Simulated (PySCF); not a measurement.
Ionisation energy of neutral zirconium ([Kr] 4d² 5s² → [Kr] 4d² 5s). PySCF, aug-cc-pwCVDZ-PP with a 28-electron core potential, unrestricted single determinants, no spin-orbit coupling. Methods marked “valence” freeze 8 core electrons.

By method:

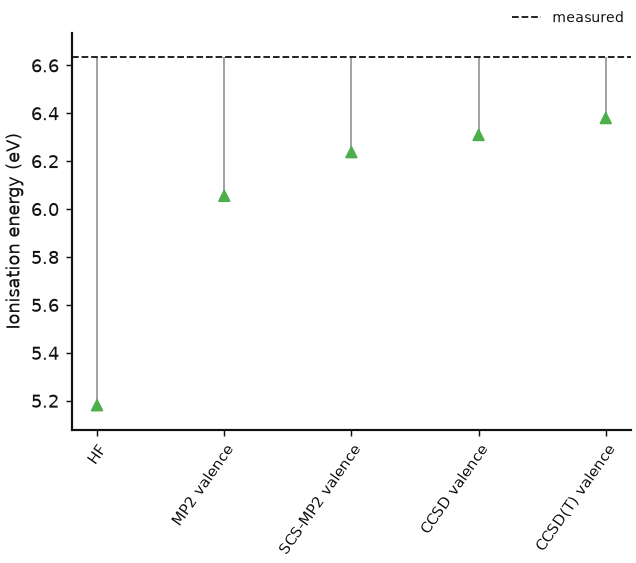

| Method | Ionisation energy (eV) |
| --- | --- |
| HF | 5.18 |
| MP2 valence | 6.06 |
| SCS-MP2 valence | 6.24 |
| CCSD valence | 6.31 |
| CCSD(T) valence | 6.38 |

The values run from 5.18 eV (HF) to 6.38 eV (CCSD(T) valence). The measured value is 6.63 eV; nearest to it come CCSD(T) valence (−0.25) and CCSD valence (−0.32), furthest HF (−1.45 eV).

Known limits: spin-orbit shift not estimated.
